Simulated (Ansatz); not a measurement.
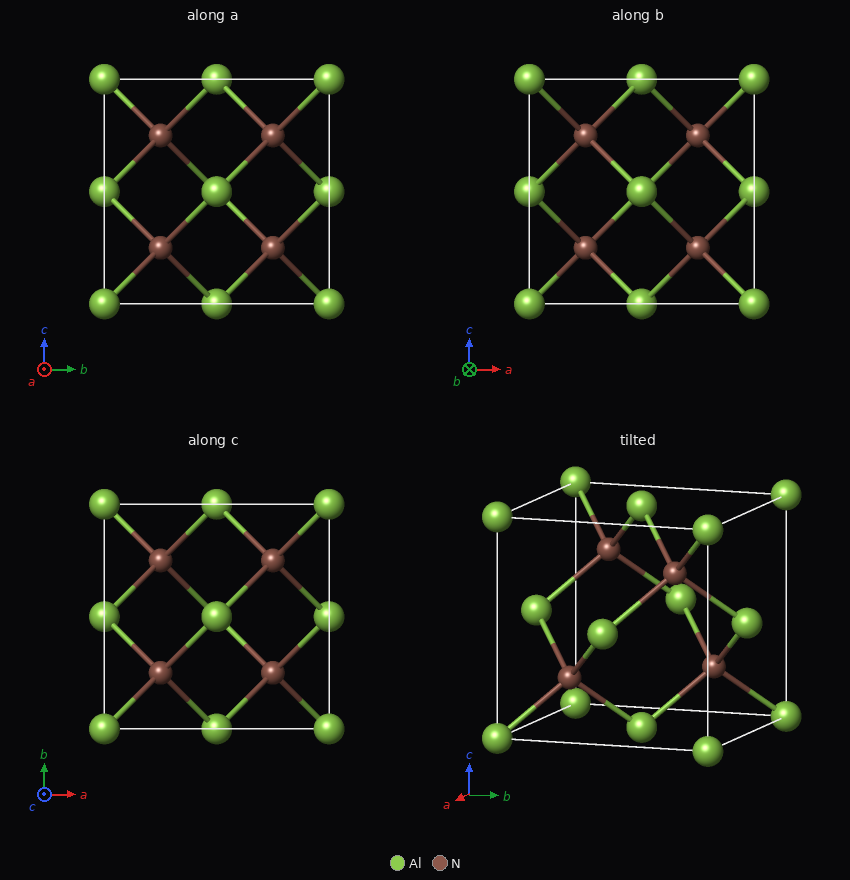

This ball-and-stick model is shown along the a axis, along the b axis, along the c axis and slightly off an axis. One conventional unit cell is framed, with atoms on its boundary repeated.

Lattice parameters: a = 4.370 Å, b = 4.370 Å, c = 4.370 Å, α = 90.00°, β = 90.00°, γ = 90.00°. Put a along x and b in the xy plane.

Q: Express the structure as a POSCAR file.

A:
```
Al N
1.0
     4.370    0.000    0.000
     0.000    4.370    0.000
     0.000    0.000    4.370
Al N
4 4
Direct
  0.0000 0.0000 0.0000
  0.0000 0.5000 0.5000
  0.5000 0.0000 0.5000
  0.5000 0.5000 0.0000
  0.2500 0.2500 0.7500
  0.2500 0.7500 0.2500
  0.7500 0.2500 0.2500
  0.7500 0.7500 0.7500
```

Origin of the cell: a structure type filled with these elements by a generator (whether the compound takes this form wasn't checked). Earlier steps of the study may have refined or changed the cell and positions. An electronic-structure calculation with Ansatz was run on it.
